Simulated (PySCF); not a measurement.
C3H8S2 (SMILES CC(C)SS)

Input

```
{"job": {"kind": "nmr", "xc": "PBE0", "basis": "pcSseg-1", "pop": false}, "charge": 0, "multiplicity": 1}
C     -1.285161     0.533172     0.415892
C     -0.374553    -0.158414    -0.582907
C      0.247632    -1.430338    -0.035008
S      0.921430     0.991027    -1.182550
S      1.942853     1.380214     0.592238
H     -0.735578     0.776856     1.323634
H     -2.112138    -0.123885     0.677939
H     -1.688200     1.452034    -0.004339
H     -0.920211    -0.372188    -1.506934
H      0.912933    -1.879346    -0.769232
H     -0.533578    -2.146148     0.213155
H      0.818547    -1.214544     0.866593
H      2.806022     2.191562    -0.008481
```

Command:

```sh
OMP_NUM_THREADS=1 python ens_run.py task.json out
```

Geometry: GFN2-xTB.

Method: PBE0/pcSseg-1, SCF density, gas phase, non-relativistic in PySCF.

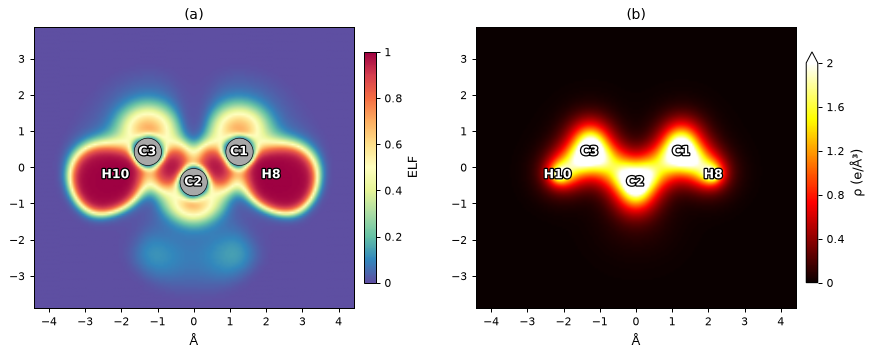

Figure 1. (a) ELF; (b) electron density on the plane of atoms C2, C1 and H8. Grey discs cover the atomic cores in the ELF map.

What does the map show?

- The section cuts through C and H sites.
- C–C (1.52 Å): ρ is about 1.7 e/Å³ halfway; the ELF peaks at about 0.95 between the atoms (a shared electron pair).
- C–H (1.09 Å): ρ at the midpoint is about 2 e/Å³; the ELF climbs to about 1 towards the hydrogen, as it does in any bond to H: a covalent bond by its length.

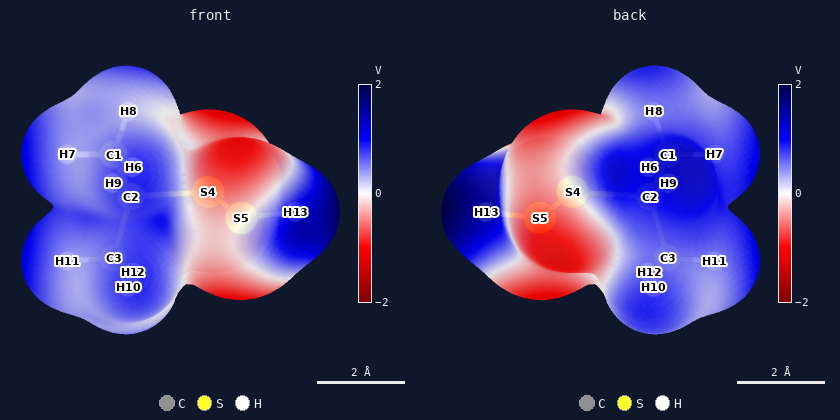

Figure 2. The molecular electrostatic potential painted on the density surface at 0.004 e/bohr³, seen from the front and from behind; red is negative and blue positive.

Where is the surface potential most negative and most positive?

The most negative region (about −1.1 V) lies over S4, the most positive (about +1.9 V) over H13.

How polar is the molecule by this calculation?

Its dipole moment is 1.01 D.

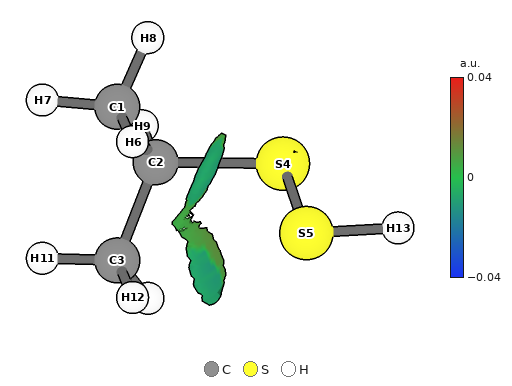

Figure 3. Non-covalent interaction (NCI) plot: the surface where the reduced density gradient is 0.6, for densities under 0.05 a.u., coloured by sign(λ₂)ρ; seen at a tilt.

Which non-covalent interactions does the plot reveal?

Between H12 and C3 on one side and S5 on the other: a weak contact, attractive (blue-green) on one side and crowded (olive to red) on the other.
